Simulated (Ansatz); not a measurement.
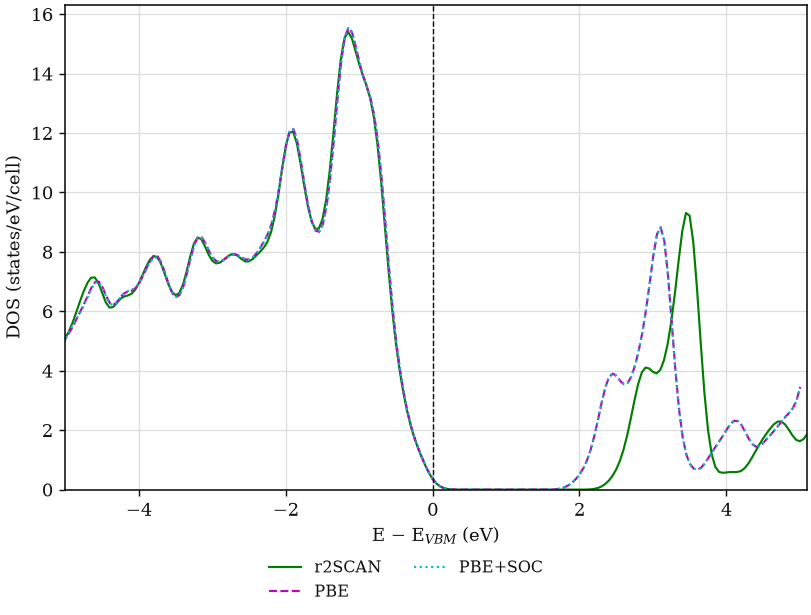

Total densities of states of TiSn₃O₈, space group Cmmm, 12 atoms in the cell, rutile host type, by three methods on the same cell. The curves are built from the levels of the k mesh with Gaussians 0.3 eV wide, which also blur the band edges. Each is counted from its own valence-band top.

**How do the methods compare?**

r2SCAN gives a gap of 2.40 eV, PBE gives a gap of 1.91 eV and PBE+SOC gives a gap of 1.91 eV.

Settings. r2SCAN: DFT, r2SCAN, plane waves, PAW, no spin polarisation, 6×6×4 k mesh, 500 eV cutoff (Ansatz 0.2.0). PBE: DFT, PBE, plane waves, PAW, no spin polarisation, 6×6×4 k mesh, 420 eV cutoff (Ansatz 0.2.0). PBE+SOC: DFT, PBE with spin-orbit coupling, plane waves, PAW, 6×6×4 k mesh, 420 eV cutoff (Ansatz).
